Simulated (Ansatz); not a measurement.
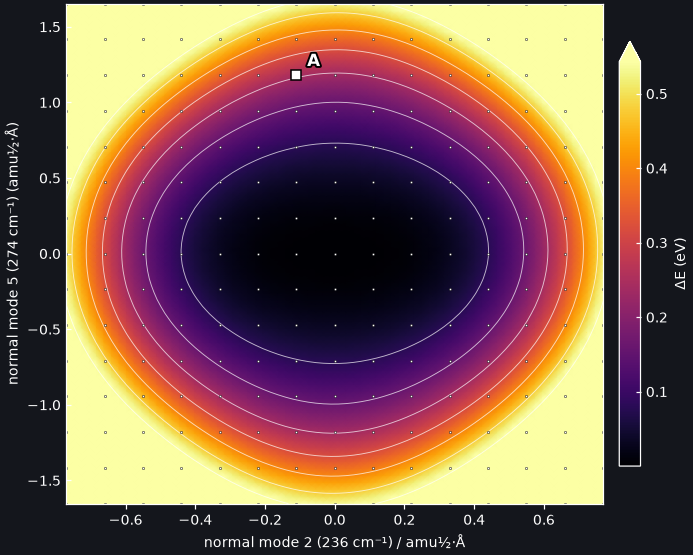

H2MoO4, SMILES [O]=[Mo](=[O])([OH])[OH]. 
- Coordinates scanned: (1) normal mode 2 (236 cm⁻¹); (2) normal mode 5 (274 cm⁻¹).
- Nothing is relaxed (straight displacements along the two mass-weighted modes).
- The scan uses a 15 × 15 grid.
- Points are written as (first, second).
- Energies are in eV, from the lowest grid point.
- Computed with RHF/def2-SVP in Ansatz.

In the figure: a smooth colour map with a few white contour lines, dots at the grid points, one colour for all values above the top of the scale, the point A. Between grid points the surface is interpolated.

Question: Is A at rest? If not, where is it pushed?

Answer: A, at (−0.11 amu½·Å, 1.180 amu½·Å), is not a stationary point. The computed force is 0.25 eV for each amu½·Å towards larger values of normal mode 2 (236 cm⁻¹) and 0.48 eV for each amu½·Å towards smaller values of normal mode 5 (274 cm⁻¹).
